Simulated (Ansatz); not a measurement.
**AlH$_{2}$N···HF: density, localisation and related maps**

| atom | x (Å) | y (Å) | z (Å) |
| --- | --- | --- | --- |
| Al | -0.9724 | -0.5852 | 0.7163 |
| H | 1.6947 | 0.0157 | 1.1001 |
| F | 1.6908 | 0.4222 | 0.2543 |
| N | -1.6403 | -0.0648 | -0.9031 |
| H | -2.5970 | -0.2206 | -1.2341 |
| H | -1.1188 | 0.4328 | -1.6325 |

Not at a stationary point (largest force 0.6 eV/Å).

Level of theory: RKS revPBE/6-31G* (Ansatz 0.2.0).

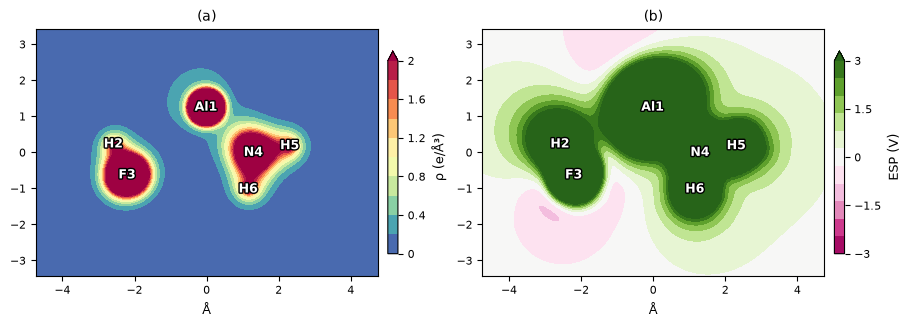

Figure 1. (a) electron density; (b) electrostatic potential on the molecular plane.

> Interpret the plot.

- The section cuts through Al, H, F and N sites.
- Al1···F3 (2.88 Å): the density falls to about 0.09 e/Å³ on the way.
- Al–N (1.83 Å): the density is about 0.72 e/Å³ at the midpoint.
- F–H (0.94 Å): ρ is about 4.3 e/Å³ halfway.
- N–H (1.02 Å): the density is about 2.7 e/Å³ at the midpoint.
- Outside the dense part of the complex the potential is most negative (−0.9 V) near F3.

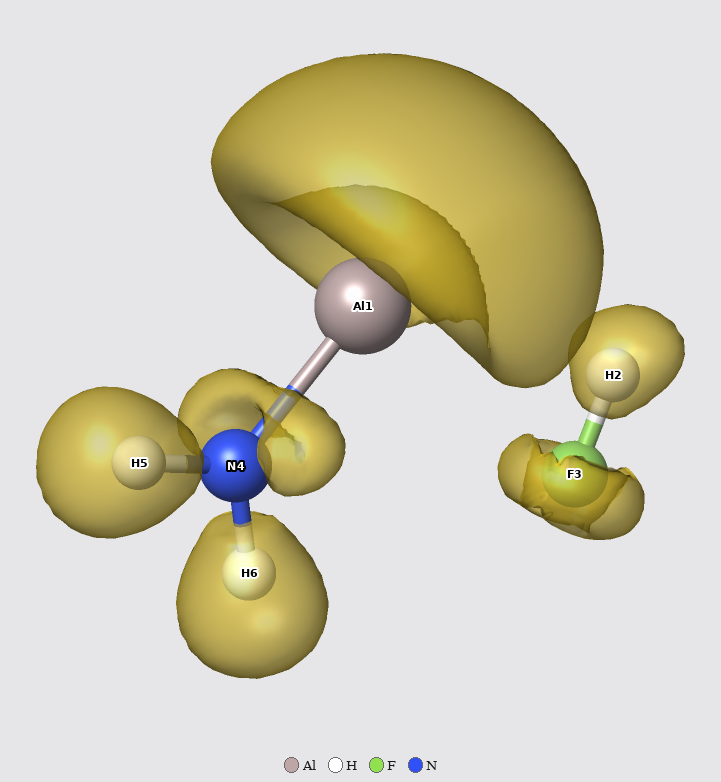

Figure 2. Isosurface of the electron localisation function at 0.85 (yellow), seen at a tilt. Core shells and regions of very low density are left out.

> Describe the localisation domains.

At this value the surface marks out three regions around hydrogen nuclei, one lobe of the valence shell of N pointing towards Al, one lobe on Al, pointing away from the bonds (lone pairs) and one region wrapped around F (its valence shell). Profiles from the grid: Al1···F3 (2.88 Å): the ELF dips to about 0.10 between them. Al–N (1.83 Å): the ELF peaks at about 0.90 in the valence shell of N, 0.6 Å from its nucleus, and is about 0.55 at the midpoint.

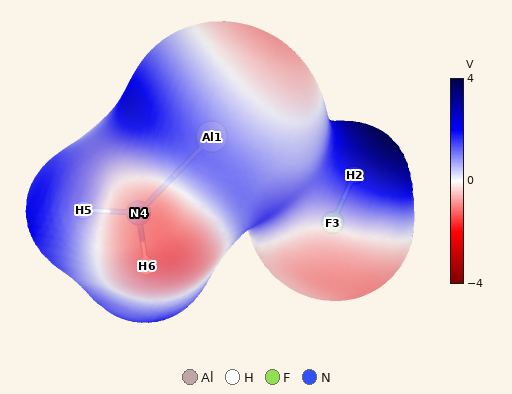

Figure 3. The molecular electrostatic potential painted on the density surface at 0.004 e/bohr³, seen at a tilt; the colour scale runs from red (negative) to blue (positive).

> Where is the surface potential most negative and most positive?

The most negative region (about −1.2 V) lies over N4, the most positive (about +3.8 V) over H2. N4 is the likeliest acceptor of a hydrogen bond.

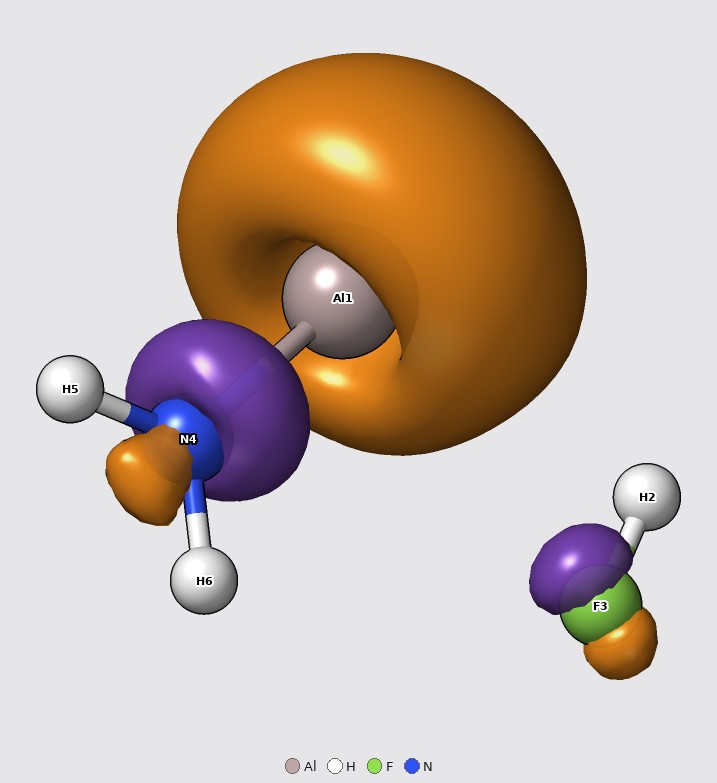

Figure 4. The HOMO at ±0.15 Å⁻³ᐟ² (orange and purple are the two phases), seen at a tilt.

> Describe this orbital and give its energy.

It lies mainly on Al1 (about 80 %) and N4 (about 10 %); it is symmetric in the molecular plane (an in-plane orbital: σ, lone-pair or in-plane π type). Its energy is −5.09 eV.
